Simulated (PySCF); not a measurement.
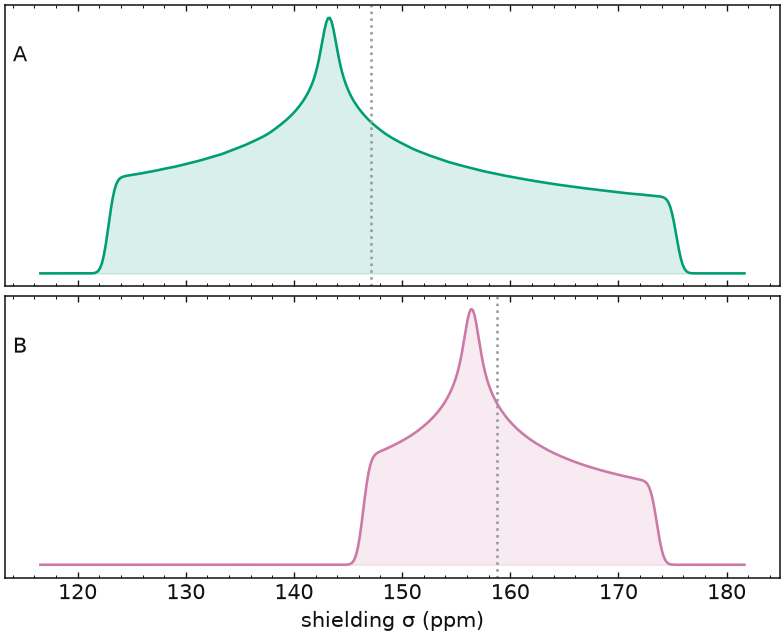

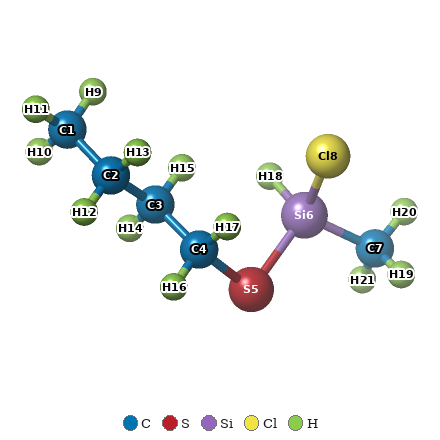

Static powder patterns (¹³C) from GIAO shielding tensors of C₅H₁₃ClSSi (MeHSiClSBu), SMILES CCCCS[Si@H](C)Cl, PBE0/pcSseg-1 (IEF-PCM acetone), PySCF, at a PBE0-D3(BJ)/def2-SVP geometry (no frequency check); absolute shielding, one fixed geometry of the isolated molecule without any motion, no dipolar terms. The dotted line is the isotropic value; skew is 3(σiso − σ22)/span.

Question: The panels belong to C2 and C3. Which is which?

Answer: panel A: C3, σ11, σ22, σ33 = 123, 143, 175 ppm, isotropic 147, span 52 ppm, skew 0.22; panel B: C2, σ11, σ22, σ33 = 146, 156, 174 ppm, isotropic 159, span 27 ppm, skew 0.26.

Caveats: one conformer of a flexible molecule.
